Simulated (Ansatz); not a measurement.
# C2H5NSi: rigid scan of one bond length, by script

A script is to give a rigid scan of one bond length; the system is C2H5NSi.

Program: Ansatz 0.2.0, driven from Python. Level of theory: PBE/cc-pVDZ. These are calculated values, not measurements.

### 1 Starting point

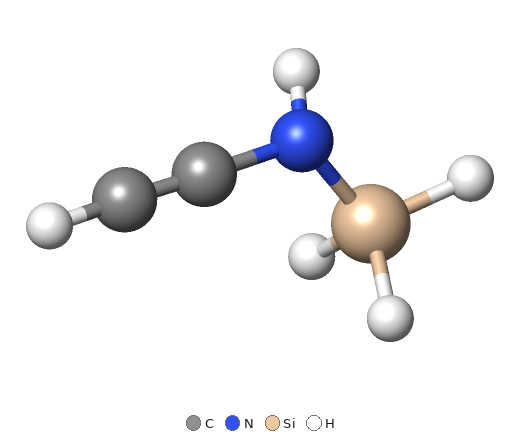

The starting structure, viewed from a chosen angle; carbon grey, nitrogen blue, silicon light orange, hydrogen white.

Input file c2h5nsi.xyz:

```xyz
9

C    -0.72580    1.28340   -1.78020
C    -0.14800    0.93170   -0.85080
N     0.60840    0.47970    0.28100
Si    0.15120   -0.91000    1.04820
H    -1.33350    1.67580   -2.64220
H     1.63280    0.40460    0.09610
H     0.98010   -1.16810    2.22240
H    -1.29110   -0.71580    1.46990
H     0.21430   -2.02760    0.13850
```

### 2 Script

The input, scan_c2h5nsi.py:

```python
"""Potential curve of C2H5NSi along one bond."""

import warnings

import ansatz
import matplotlib.pyplot as plt
import numpy as np


def main() -> None:
    warnings.simplefilter("ignore", ansatz.DeckWarning)

    geometry = ansatz.Crystal.molecule_from_extxyz("c2h5nsi.xyz")

    symbols = [site.symbol for site in geometry.cartesian_sites]
    start = np.array([site.position_ang for site in geometry.cartesian_sites])
    axis = (start[6] - start[3]) / np.linalg.norm(start[6] - start[3])
    moving = [6]
    lengths, energies = [1.24, 1.34, 1.46, 1.61, 1.83, 2.19, 2.63, 3.21], []
    for length in lengths:
        xyz = start.copy()
        xyz[moving] += (length - np.linalg.norm(start[6] - start[3])) * axis
        point = ansatz.Crystal.molecule()
        for symbol, place in zip(symbols, xyz):
            point = point.atom(symbol, place.tolist())
        calc = (
            point.calculation()
            .basis(gaussian="cc-pVDZ")
            .functional("PBE")
            .spin("collinear")
        )
        r = calc.run(threads=1).report
        energies.append(r["free_energy_ev"])
        print(f"r = {length:6.3f} A  E = {energies[-1]:.5f} eV  <S^2> = {abs(r['mean_field']['state']['spin_squared']):.3f}")

    print("energy above the lowest point (eV):", [round(e - min(energies), 3) for e in energies])
    plt.figure(figsize=(4.5, 3))
    plt.plot(lengths, np.array(energies) - min(energies), "o-")
    plt.xlabel("bond length (A)")
    plt.ylabel("E - E(min) (eV)")
    plt.tight_layout()
    plt.savefig("scan.png", dpi=100)


if __name__ == "__main__":
    main()
```

### 3 The input behind the calls

The engine receives this input (first run):

```yaml
crystal:
  periodic: [false, false, false]
  atoms:
    - { symbol: C, position_ang: [-0.7258, 1.2834, -1.7802] }
    - { symbol: C, position_ang: [-0.148, 0.9317, -0.8508] }
    - { symbol: "N", position_ang: [0.6084, 0.4797, 0.281] }
    - { symbol: Si, position_ang: [0.1512, -0.91, 1.0482] }
    - { symbol: H, position_ang: [-1.3335, 1.6758, -2.6422] }
    - { symbol: H, position_ang: [1.6328, 0.4046, 0.0961] }
    - { symbol: H, position_ang: [0.855059173321056, -1.129165222142797, 2.0452701427356543] }
    - { symbol: H, position_ang: [-1.2911, -0.7158, 1.4699] }
    - { symbol: H, position_ang: [0.2143, -2.0276, 0.1385] }
basis:
  gaussian:
    orbitals: cc-pVDZ
hamiltonian:
  xc: pbe
magnetization:
  spin_polarized: true
```

### 4 Launch

Command:

```bash
python scan_c2h5nsi.py
```

Standard output:

```text
r =  1.240 A  E = -11510.46156 eV  <S^2> = 0.000
r =  1.340 A  E = -11511.05459 eV  <S^2> = 0.000
r =  1.460 A  E = -11511.33484 eV  <S^2> = 0.000
r =  1.610 A  E = -11511.27937 eV  <S^2> = 0.000
r =  1.830 A  E = -11510.78966 eV  <S^2> = 0.000
r =  2.190 A  E = -11509.69329 eV  <S^2> = 0.000
r =  2.630 A  E = -11508.47687 eV  <S^2> = 0.000
r =  3.210 A  E = -11507.63507 eV  <S^2> = 0.740
energy above the lowest point (eV): [0.873, 0.28, 0.0, 0.055, 0.545, 1.642, 2.858, 3.7]
```

Run time: 44 s. Hardware: 1 thread of Intel Xeon Platinum 8259CL at 2.50GHz (Skylake/Cascade Lake), shared host; peak memory 0.3 GiB.

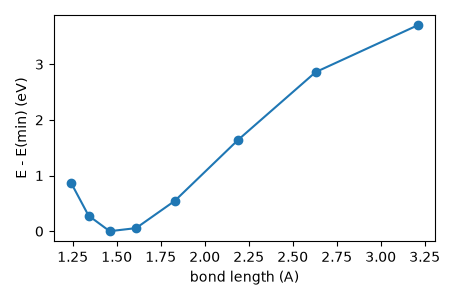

The script's own figure, scan.png.

### 5 What changed from run to run

The engine's inputs for some of the other runs:

Run 4, against run 1:

```diff
@@ -10 +10 @@
-    - { symbol: H, position_ang: [0.855059173321056, -1.129165222142797, 2.0452701427356543] }
+    - { symbol: H, position_ang: [1.06508166858621, -1.1945612964918575, 2.3427830079067773] }
```

Run 6, against run 1:

```diff
@@ -10 +10 @@
-    - { symbol: H, position_ang: [0.855059173321056, -1.129165222142797, 2.0452701427356543] }
+    - { symbol: H, position_ang: [1.394306120623478, -1.297074061687682, 2.8091545262831317] }
```

Run 7, against run 1:

```diff
@@ -10 +10 @@
-    - { symbol: H, position_ang: [0.855059173321056, -1.129165222142797, 2.0452701427356543] }
+    - { symbol: H, position_ang: [1.6440626014793365, -1.374842366318997, 3.1629536091893318] }
```

Lines on the test bed's own set-up are left out of the output.

### 6 What each run gave

From the records of these 8 runs:

```tsv
run	distance (Å)	energy from run 3 (eV)	<S²>	SCF cycles	CPU time (s)
1	1.24	0.8733	0.00	15	3.8
2	1.34	0.2803	0.00	15	3.8
3	1.46	0.0000	0.00	15	3.5
4	1.61	0.0555	0.00	15	3.9
5	1.83	0.5452	0.00	15	3.3
6	2.19	1.6416	0.00	17	3.8
7	2.63	2.8580	0.00	29	8.6
8	3.21	3.6998	0.74	50	11
```

### 7 What came out

| quantity | value |
| --- | --- |
| runs compared | 8 |
| range of energy | 3.700 eV |
| lowest point, distance (Å) | 1.46 |

What this shows: The curve has its lowest point inside the range, at 1.46. The ends stand 0.873 and 3.7 eV above it. The distance scanned is the script's pair 3, 6. <S²> moves from 0.00 to 0.74: along the scan the mean field breaks spin symmetry. Notes:
- The rest of the molecule is held rigid at a force-field or estimated start geometry, and the basis set is modest; single-reference methods fail as a bond breaks.
